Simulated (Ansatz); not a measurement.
A series of calculations on BNH₂F

Part 1: Relaxation

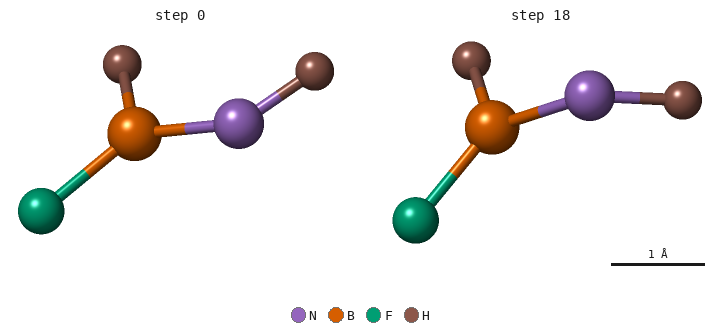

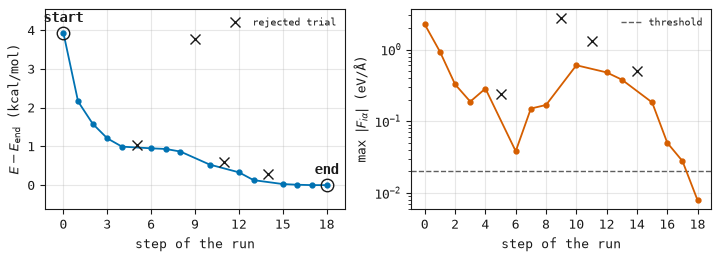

First and last geometry of a relaxation of BNH₂F (multiplicity 2), with the history of the run. Style: ball-and-stick. Shown from a free direction.

The run prepares an end point of a later path (hydrogen shift) calculation, from a guessed geometry.

These are results of UKS PBE0-D4/def2-SVP in Ansatz 0.2.0, not measurements. Settings: collinear spin; force threshold 0.02 eV/Å; at most 50 steps.

Question: Read the history and describe the run.

Answer: It converged. After 14 accepted moves (18 points after the start) the energy has fallen by 3.93 kcal/mol. The largest force component goes from 2.2 to 0.0079 eV/Å. The line search rejected the trial steps at points 5, 9, 11, 14 of the run. The N atom moves most after the best rigid fit: 0.34 Å. Largest moves by element: N 0.34 Å, H 0.32 Å, F 0.19 Å, B 0.09 Å. Among the contacts that change: B–N 1.326 → 1.398 Å, H–N 0.998 → 1.017 Å, B–H 1.201 → 1.216 Å. Bond angles that change, for instance: B–N–H 136.5° → 130.0°, N–B–F 128.3° → 122.3°, F–B–H 115.4° → 119.3°. Groups turn about B–N by about 70°. The run took 37 s on 1 thread of Arm Neoverse V1 (shared host), peak memory 0.13 GiB.

Part 2: Relaxation

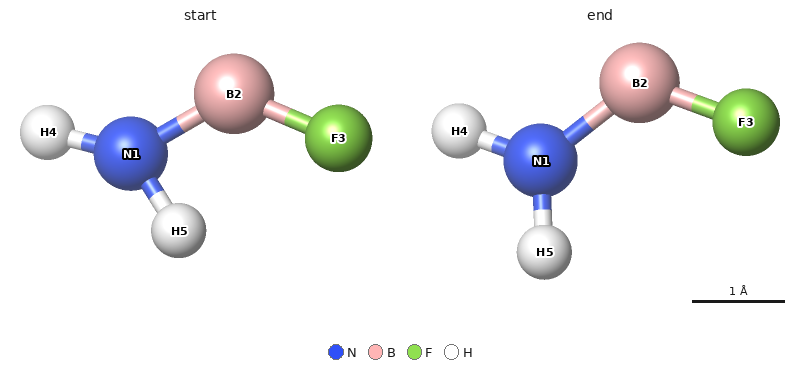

The structure of BNH₂F (multiplicity 2) before (left) and after (right) a relaxation, at one scale.

The picture is a ball-and-stick view, seen at a tilt.

The run prepares an end point of a later path (hydrogen shift) calculation, from a guessed geometry.

All numbers below come from UKS PBE0-D4/def2-SVP in Ansatz.

The input:
```yaml
crystal:
  periodic: [false, false, false]
  atoms:
    - { symbol: "N", position_ang: [-0.82809, 0.0848, -0.42107] }
    - { symbol: B, position_ang: [0.42901, -0.01344, -0.01097] }
    - { symbol: F, position_ang: [1.53628, 0.0478, -0.73691] }
    - { symbol: H, position_ang: [-1.7317, 0.05673, 0.00188] }
    - { symbol: H, position_ang: [-0.41054, 0.20265, -1.36625] }
magnetization:
  spin_polarized: true
  initial_magnetization: 1
basis:
  gaussian: { orbitals: def2-SVP }
hamiltonian:
  xc: pbe0
  dispersion: d4
relax:
  f_tol: 0.02
  max_steps: 50
```

Launched with:
```bash
ansatz run input.yaml --threads 1 --pin off --max-ram 2048MiB --backend cpu --events-out ev --progress --plain --runs-dir out
```

> Describe what moved and what it gained.

H5 moves most after the best rigid fit: 0.45 Å. Largest moves by element: H 0.45 Å, F 0.19 Å, N 0.14 Å, B 0.13 Å. Among the contacts that change: B2–H5 1.609 → 2.116 Å, N1–B2 1.326 → 1.387 Å, N1–H5 1.040 → 1.016 Å, N1–H4 0.998 → 1.010 Å. Bond angles that change, for instance: B2–N1–H5 84.8° → 122.6°, H4–N1–H5 138.7° → 114.7°, B2–N1–H4 136.5° → 122.7°. Over 6 accepted moves (7 points after the start) the energy falls by 1.105 eV. The largest force component goes from 4.6 to 0.0091 eV/Å. The line search rejected the trial step at point 4 of the run. Cost: 16 s on 1 thread of Arm Neoverse V1 (shared host), peak memory 0.13 GiB.

Part 3: Path

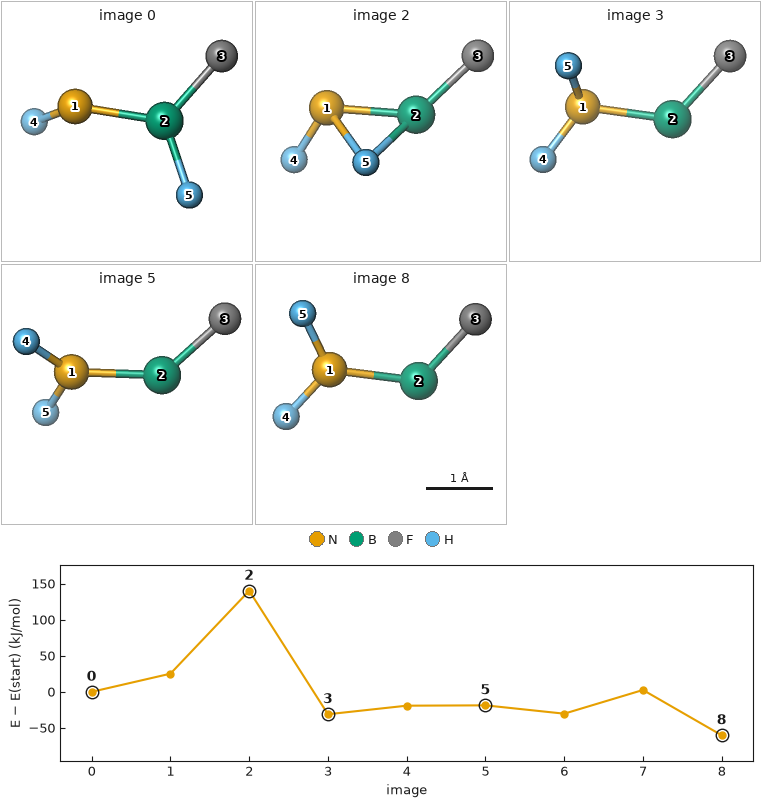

A nudged-elastic-band calculation for BNH$_{2}$F (multiplicity 2). Images are numbered from 0 (start) to 8 (end). The picture is a ball-and-stick view, seen at a tilt.

The calculation used UKS PBE0-D4/def2-SVP in Ansatz.

The input:
```yaml
crystal:
  periodic: [false, false, false]
  atoms:
    - { symbol: "N", position_ang: [-0.85595, 0.393498, -0.244413] }
    - { symbol: B, position_ang: [0.446398, -0.001127, 0.074036] }
    - { symbol: F, position_ang: [1.417112, -0.042443, -0.831403] }
    - { symbol: H, position_ang: [-1.720485, -0.141313, -0.240876] }
    - { symbol: H, position_ang: [0.712915, -0.208615, 1.242656] }
magnetization:
  spin_polarized: true
  initial_magnetization: 1
basis:
  gaussian: { orbitals: def2-SVP }
hamiltonian:
  xc: pbe0
  dispersion: d4
neb:
  order_check: false
  images: 7
  f_tol: 0.05
  max_iterations: 60
  final_atoms:
    - { symbol: "N", position_ang: [-0.46942944, -0.01093955, 0.24291015] }
    - { symbol: B, position_ang: [0.37501191, 0.06531579, -0.85512401] }
    - { symbol: F, position_ang: [1.6944214, 0.02800519, -0.74252424] }
    - { symbol: H, position_ang: [-1.47551646, 0.01728155, 0.16005073] }
    - { symbol: H, position_ang: [-0.1244974, -0.09966297, 1.19468737] }
  initial_path:
    images:
      - { positions_ang: [[-0.85595, 0.393498, -0.244413], [0.446398, -0.001127, 0.074036], [1.417112, -0.042443, -0.831403], [-1.720485, -0.141313, -0.240876], [0.712915, -0.208615, 1.242656]] }
      - { positions_ang: [[-0.80378775, 0.32178209, -0.24480064], [0.4982723, -0.02105675, 0.03724569], [1.47121848, -0.00439944, -0.8598884], [-1.65855205, -0.10462183, -0.1041768], [0.49283901, -0.19170407, 1.17162015]] }
      - { positions_ang: [[-0.75162549, 0.25006618, -0.24518829], [0.55014661, -0.04098651, 0.00045538], [1.52532495, 0.03364412, -0.88837379], [-1.5966191, -0.06793066, 0.0325224], [0.27276303, -0.17479313, 1.1005843]] }
      - { positions_ang: [[-0.69946324, 0.17835027, -0.24557593], [0.60202091, -0.06091626, -0.03633493], [1.57943143, 0.07168768, -0.91685919], [-1.53468615, -0.03123948, 0.1692216], [0.05268704, -0.1578822, 1.02954845]] }
      - { positions_ang: [[-0.64730098, 0.10663437, -0.24596357], [0.65389521, -0.08084602, -0.07312524], [1.6335379, 0.10973124, -0.94534458], [-1.4727532, 0.00545169, 0.3059208], [-0.16738894, -0.14097127, 0.9585126]] }
      - { positions_ang: [[-0.6028331, 0.07724089, -0.12374514], [0.58417439, -0.04430557, -0.26862493], [1.64875878, 0.08929972, -0.8946395], [-1.47344401, 0.00840915, 0.26945328], [-0.15666606, -0.1306442, 1.01755629]] }
      - { positions_ang: [[-0.55836521, 0.04784741, -0.00152671], [0.51445356, -0.00776511, -0.46412462], [1.66397965, 0.06886821, -0.84393441], [-1.47413483, 0.01136662, 0.23298576], [-0.14594317, -0.12031712, 1.07659998]] }
      - { positions_ang: [[-0.51389733, 0.01845393, 0.12069172], [0.44473273, 0.02877534, -0.65962432], [1.67920052, 0.0484367, -0.79322933], [-1.47482564, 0.01432408, 0.19651825], [-0.13522029, -0.10999005, 1.13564368]] }
      - { positions_ang: [[-0.46942944, -0.01093955, 0.24291015], [0.37501191, 0.06531579, -0.85512401], [1.6944214, 0.02800519, -0.74252424], [-1.47551646, 0.01728155, 0.16005073], [-0.1244974, -0.09966297, 1.19468737]] }
```

Command:
```bash
ansatz run input.yaml --threads 1 --pin off --max-ram 2048MiB --backend cpu --events-out ev --progress --plain --runs-dir out
```

Question: Describe the mechanism and the energy profile.

Answer: The highest point, image 2, lies 140.2 kJ/mol above the start and 200.4 kJ/mol above the end; the end is at −60.3 kJ/mol relative to the start. The profile has 3 maxima (images 2, 5, 7) with a dip at image 3, 6 (−31.1 kJ/mol, −30.3 kJ/mol), so the process runs in steps. The path has more than one stage, and so few images may leave a stage unresolved. Breaking: B2–H5 (1.22 → 1.33 at the top → 2.12 Å). Forming: N1–H5 (2.24 → 1.37 at the top → 1.02 Å). The band converged in 28 iterations. The largest component of the band force went from 8 to 0.017 eV/Å. The climbing image converged on the top of the path. Its vibrational analysis gives one imaginary mode (1597i cm⁻¹), as a transition state must have.

The run took 5.3 min on 1 thread of Arm Neoverse V1, with other jobs on the host, peak memory 0.12 GiB.
